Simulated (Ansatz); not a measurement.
BFH$_{2}$···H$_{3}$Si (doublet)

The calculation's input:

```
crystal:
  periodic: [false, false, false]
  atoms:
    - { symbol: B, position_ang: [0.0, 0.0, 0.0] }
    - { symbol: F, position_ang: [0.0, 0.0, 1.57] }
    - { symbol: H, position_ang: [1.0305, 0.0, -0.595] }
    - { symbol: H, position_ang: [-1.0305, 0.0, -0.595] }
    - { symbol: Si, position_ang: [0.0, 0.0, 3.46] }
    - { symbol: H, position_ang: [-0.7436, -1.1581, 3.9474] }
    - { symbol: H, position_ang: [1.3747, -0.0649, 3.9474] }
    - { symbol: H, position_ang: [-0.6311, 1.223, 3.9474] }
magnetization:
  spin_polarized: true
  initial_magnetization: 1
basis:
  gaussian: { orbitals: "6-31G*" }
hamiltonian:
  xc: blyp
  dispersion: d4
relax:
  f_tol: 0.15
  max_steps: 25
  restrain:
    - { distance: [1, 4], at: 2.79, k: 30.0 }
    - { distance: [0, 1], at: 1.32, k: 30.0 }
output:
  orbitals: {}
```

Command:

```sh
ansatz run input.yaml --threads 1 --pin off --max-ram 2048MiB --backend cpu --events-out ev --progress --plain --runs-dir out
```

The fields are those of the run's last geometry, not of the input's.

Method: UKS BLYP-D4/6-31G* (Ansatz 0.2.0).

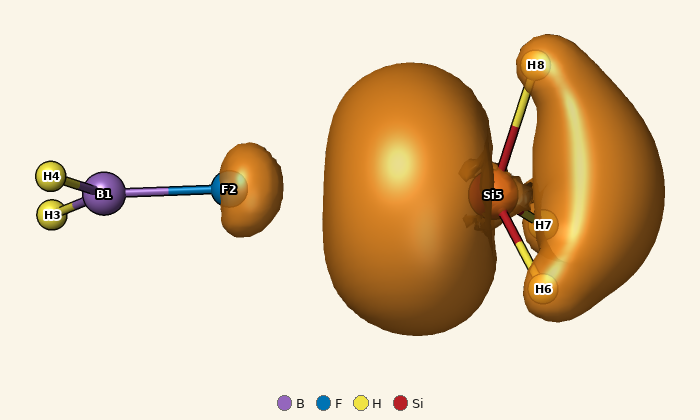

Figure 1. Isosurface of the spin density (α minus β) at +0.015 e/Å³ (orange), seen from one side.

### Where is the unpaired spin?

The unpaired spin (1 electron) lies mostly on Si5 (about 0.8), in electrons by Hirshfeld's partition.

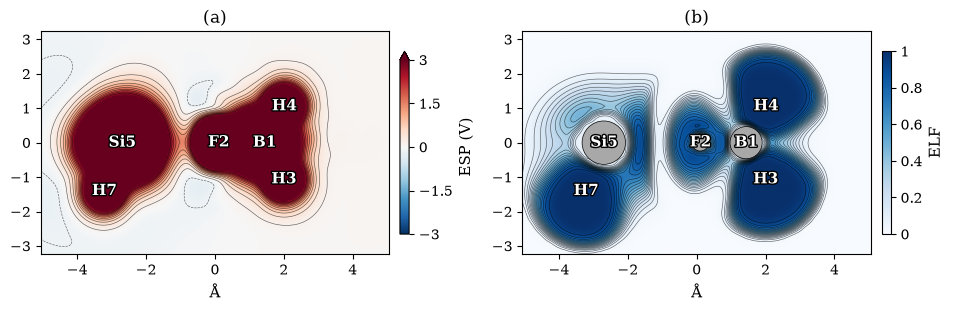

Figure 2. (a) electrostatic potential; (b) electron localisation function on the plane of atoms F2, B1 and H3. Grey discs cover the atomic cores in the ELF map.

### Describe what can be read from this map.

- The plane passes through B, F, H and Si nuclei.
- Si5···F2 (2.81 Å): the ELF dips to about 0.05 between them.
- B–F (1.33 Å): the ELF peaks at about 0.85 between the atoms (a polar covalent bond).
- B–H (1.20 Å): the ELF climbs to about 1 towards the hydrogen, as it does in any bond to H; an ordinary covalent bond to hydrogen.
- Si–H (1.50 Å): the ELF climbs to about 1 towards the hydrogen.
- The ELF also peaks beside F2, away from the bonds: non-bonding electrons, paired or unpaired.
- The potential has no marked negative region in this plane.

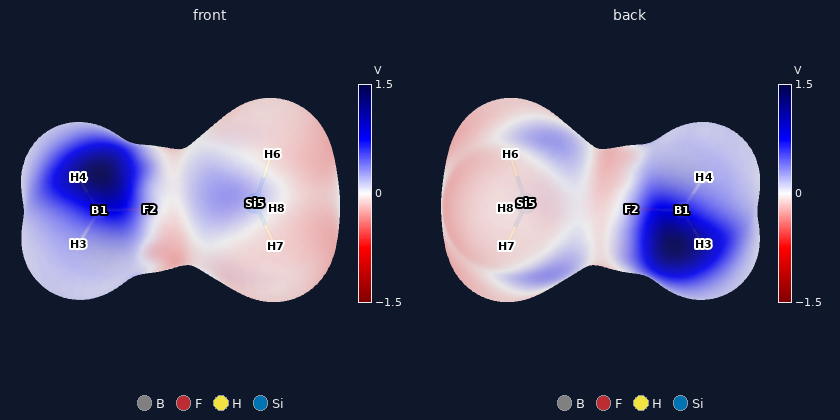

Figure 3. The electrostatic potential painted on the density surface at 0.001 e/bohr³, seen from the front and from behind; the colour scale runs from red (negative) to blue (positive).

### Describe the electrostatic potential map.

The most negative region (about −0.2 V) lies over the F, H and Si atoms, the most positive (about +1.4 V, or +32 kcal/mol for a unit charge) over B1.
